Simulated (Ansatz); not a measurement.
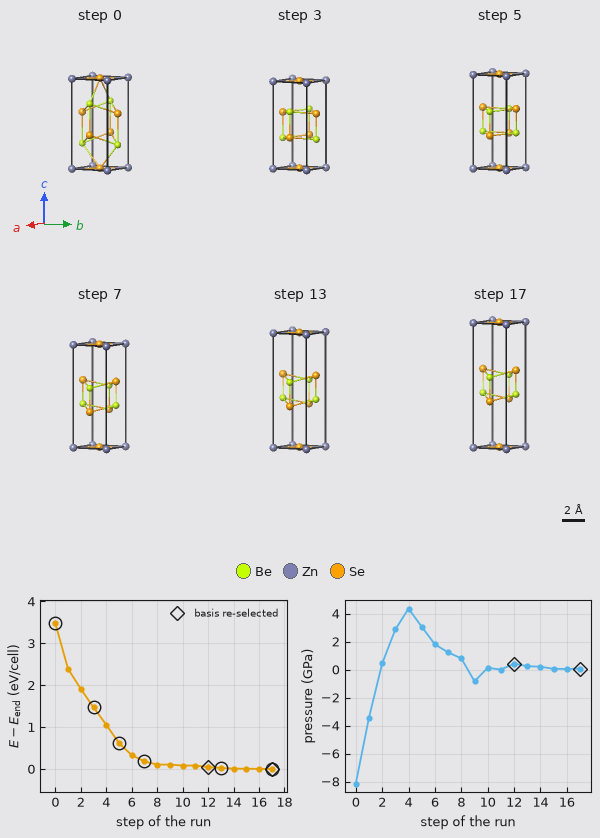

Frames of a relaxation of solid Be2ZnSe3 (a generated structure, set up in P-4m2) (coarse preliminary run), marked on the history of the run. A ball-and-stick model of the cell of the calculation, seen from a free direction.

All numbers below come from DFT PBE, scalar-relativistic, plane waves, PAW (Ansatz 0.2.0). Settings: plane-wave cutoff 420 eV; k-point mesh 6 × 6 × 2; occupations gaussian; smearing width 0.1 eV; no spin polarisation; cell and atoms relaxed; force threshold 0.04 eV/Å; at most 70 steps.

**What happens along the run?**

Over 15 accepted moves (17 points after the start) the energy falls by 3.481 eV per cell of the calculation. The largest force component goes from 1.2 to 0.016 eV/Å. Pressure: −8.14 GPa at the start and 0.07 GPa at the end. At 2 points the geometry stayed and the basis and grid were re-selected for the new cell (energy shift of 36.1 meV per cell of the calculation at most each time). The largest moves relative to the cell, 1.84 Å, are those of Be atoms. Largest moves by element: Be 1.84 Å, Se 0.07 Å. Zn stays in place. The drawn cell changes as follows: a = b 3.740 → 3.470 Å (−7.2 %), c 8.239 → 11.396 Å (+38.3 %); the volume changes by +19.1 %. Among the contacts that change: Be–Se 2.896 → 5.194 Å, Be–Se 2.867 → 2.198 Å, Se–Se 3.268 → 3.716 Å, Be–Se 2.809 → 2.524 Å. The space group stays P-4m2 (No. 115). From step 0 to 3: Be atoms move most (0.56 Å), volume −14.0 %, energy −2.009 eV per cell of the calculation. From step 3 to 5: Be atoms move most (0.39 Å), volume +5.9 %, energy −0.854 eV per cell of the calculation. From step 5 to 7: Be atoms move most (0.29 Å), volume +8.3 %, energy −0.439 eV per cell of the calculation. From step 7 to 13: Se atoms move most (0.14 Å), volume +11.0 %, energy −0.154 eV per cell of the calculation. From step 13 to 17: Se atoms move most (0.12 Å), volume +8.8 %, energy −25.4 meV per cell of the calculation.

```json
{"step": "0", "E − E(0), meV/atom": "0.00", "largest force component, eV/Å": "1.1976", "pressure, GPa": "-8.14", "volume, Å³/atom": "19.203", "note": ""}
{"step": "1", "E − E(0), meV/atom": "-181.77", "largest force component, eV/Å": "1.0369", "pressure, GPa": "-3.43", "volume, Å³/atom": "17.440", "note": ""}
{"step": "2", "E − E(0), meV/atom": "-261.41", "largest force component, eV/Å": "1.1546", "pressure, GPa": "0.44", "volume, Å³/atom": "16.707", "note": ""}
{"step": "3", "E − E(0), meV/atom": "-334.78", "largest force component, eV/Å": "0.9984", "pressure, GPa": "2.87", "volume, Å³/atom": "16.520", "note": ""}
{"step": "4", "E − E(0), meV/atom": "-403.78", "largest force component, eV/Å": "0.5371", "pressure, GPa": "4.36", "volume, Å³/atom": "16.754", "note": ""}
{"step": "5", "E − E(0), meV/atom": "-477.11", "largest force component, eV/Å": "0.3501", "pressure, GPa": "3.06", "volume, Å³/atom": "17.502", "note": ""}
{"step": "6", "E − E(0), meV/atom": "-524.72", "largest force component, eV/Å": "0.1766", "pressure, GPa": "1.80", "volume, Å³/atom": "18.261", "note": ""}
{"step": "7", "E − E(0), meV/atom": "-550.23", "largest force component, eV/Å": "0.0452", "pressure, GPa": "1.23", "volume, Å³/atom": "18.951", "note": ""}
{"step": "8", "E − E(0), meV/atom": "-562.46", "largest force component, eV/Å": "0.1343", "pressure, GPa": "0.80", "volume, Å³/atom": "19.724", "note": ""}
{"step": "9", "E − E(0), meV/atom": "-562.79", "largest force component, eV/Å": "0.4456", "pressure, GPa": "-0.84", "volume, Å³/atom": "20.489", "note": ""}
{"step": "10", "E − E(0), meV/atom": "-566.38", "largest force component, eV/Å": "0.0569", "pressure, GPa": "0.13", "volume, Å³/atom": "20.466", "note": ""}
{"step": "11", "E − E(0), meV/atom": "-566.47", "largest force component, eV/Å": "0.0053", "pressure, GPa": "0.00", "volume, Å³/atom": "20.446", "note": ""}
{"step": "12", "E − E(0), meV/atom": "-572.49", "largest force component, eV/Å": "0.0057", "pressure, GPa": "0.43", "volume, Å³/atom": "20.446", "note": "same geometry, new basis"}
{"step": "13", "E − E(0), meV/atom": "-575.93", "largest force component, eV/Å": "0.0115", "pressure, GPa": "0.24", "volume, Å³/atom": "21.033", "note": ""}
{"step": "14", "E − E(0), meV/atom": "-578.44", "largest force component, eV/Å": "0.0255", "pressure, GPa": "0.20", "volume, Å³/atom": "21.817", "note": ""}
{"step": "15", "E − E(0), meV/atom": "-579.24", "largest force component, eV/Å": "0.0074", "pressure, GPa": "0.06", "volume, Å³/atom": "22.397", "note": ""}
{"step": "16", "E − E(0), meV/atom": "-579.40", "largest force component, eV/Å": "0.0157", "pressure, GPa": "0.05", "volume, Å³/atom": "22.874", "note": ""}
{"step": "17", "E − E(0), meV/atom": "-580.17", "largest force component, eV/Å": "0.0158", "pressure, GPa": "0.07", "volume, Å³/atom": "22.874", "note": "same geometry, new basis"}
```

Limits of the set-up: the k-point mesh is coarse for a cell with partly filled bands.
